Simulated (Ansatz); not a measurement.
## Converging the k-point mesh: HgTe (C2, 6 atoms in the cell)

```yaml
crystal:
  lattice:
    - [4.64894, 0.00000, 0.00000]
    - [-2.32447, 4.02610, 0.00000]
    - [0.00000, 0.00000, 10.37678]
  atoms:
    - { symbol: Hg, position: [0.68832, 0.68832, 0.00000] }
    - { symbol: Hg, position: [0.32244, 0.00000, 0.66667] }
    - { symbol: Hg, position: [0.00000, 0.31168, 0.33333] }
    - { symbol: Te, position: [0.51372, 0.51372, 0.50000] }
    - { symbol: Te, position: [0.48628, 0.00000, 0.16667] }
    - { symbol: Te, position: [0.00000, 0.48628, 0.83333] }
```

Method of the run: LDA (PW92), default PAW files made with PBE (plane waves; Ansatz, a program for electronic structure).

Base settings: basis.ecutwfc = 420 eV; kpoints.mp_grid.grid = 5 5 2; hamiltonian.xc = lda; hamiltonian.pseudopotentials = {kind: paw} (the program's default PAW files); scf.occupations.method = fermi_dirac; scf.occupations.width = 0.02 eV.

The second cell is the first with its lattice scaled by 0.98.

Only quantities that move along the ladder and can be compared are tabulated.

The count of work is k-points × plane waves × bands × iterations; it is no time. 

The starting cell comes from a database of computed structures (which also holds hypothetical and non-ambient phases and stackings), without a prior relaxation at this level. Its lattice was rescaled by up to half a per cent. One atom was moved a little off its site on purpose. Spin-orbit coupling is off. Ansatz's pressure includes its estimate of the finite-basis (Pulay) stress.

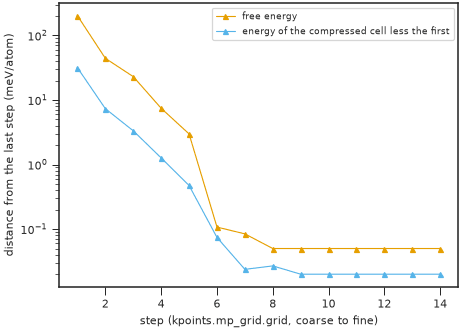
Figure: Distance from the last step along the ladder; very small values are drawn at a floor.

```tsv
kpoints.mp_grid.grid	free energy less the last step's (meV/atom)	energy of the compressed cell less the first (meV/atom)	pressure (GPa)	largest difference of a force vector from the last step's (eV/Å)	gap on the mesh (eV)	count of work / last
2 2 1	201.91	12.07	-0.45	0.064	0.707	0.0062
3 3 1	44.21	-12.20	-2.32	0.023	0.738	0.0071
3 3 2	23.03	-16.21	-2.63	0.022	0.575	0.017
4 4 2	7.44	-18.27	-2.79	0.021	0.585	0.029
5 5 2	2.98	-19.07	-2.85	0.017	0.590	0.037
6 6 3	0.11	-19.47	-2.88	0.003	0.619	0.071
7 7 3	-0.08	-19.56	-2.89	0.002	0.619	0.091
8 8 3	-0.05	-19.57	-2.89	0.001	0.619	0.12
9 9 4	0.01	-19.54	-2.89	0.000	0.593	0.20
10 10 4	0.02	-19.54	-2.89	0.000	0.593	0.24
11 11 4	0.02	-19.54	-2.89	0.000	0.593	0.29
12 12 5	0.00	-19.54	-2.89	0.000	0.602	0.41
13 13 5	0.00	-19.54	-2.89	0.000	0.602	0.48
14 14 6	0.00	-19.54	-2.89	0.000	0.593	0.67
16 16 7	0.00	-19.54	-2.89	0.000	0.598	1.0
```

Coarsest kpoints.mp_grid.grid that holds the forces within 0.005 eV/Å of the last step, with all finer ones: 6 6 3, at 0.071 of the last step's count of work; the step before is off by 0.017 eV/Å.

Coarsest kpoints.mp_grid.grid that holds the free energy within 1 meV/atom of the last step, with all finer ones: 6 6 3, at 0.071 of the last step's count of work; the step before is off by 3.0 meV/atom.

The energy difference between the two cells stays within 1 meV/atom of the last step's from 5 5 2 on, the total only from 6 6 3 on: much of the error is common to both cells and cancels.

The gap on the mesh jumps up and down from mesh to mesh; it is no smooth measure of convergence.

Left out of this page: 1 run of the series stopped by limits of time or memory.

Keys are those of Ansatz 0.2.
